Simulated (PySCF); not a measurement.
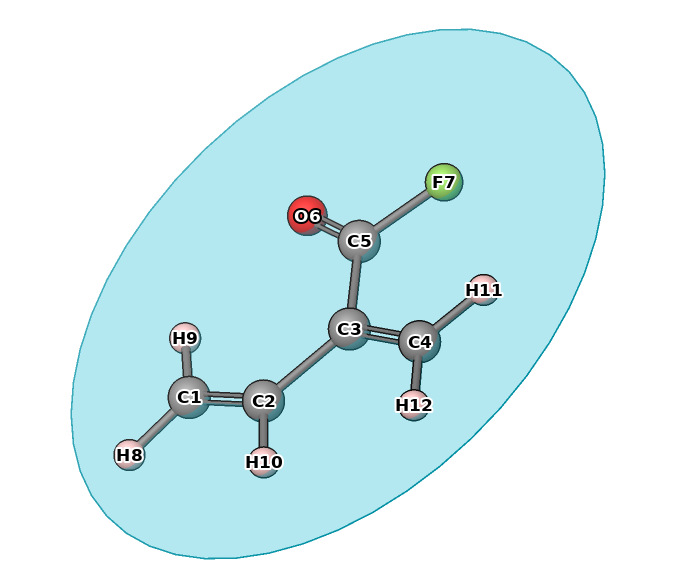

A disc through the centre of mass is drawn in. Distant atoms are faded towards the background colour. The geometry was computed by an optimisation with GFN2-xTB. No frequency run is at hand to confirm it as a minimum.

### Is the plane of the disc a mirror plane of the structure?

Yes. The reflection leaves C1, C2, C3, C4, C5, O6, F7, H8, H9, H10, H11, H12 in place. The point group is Cs.
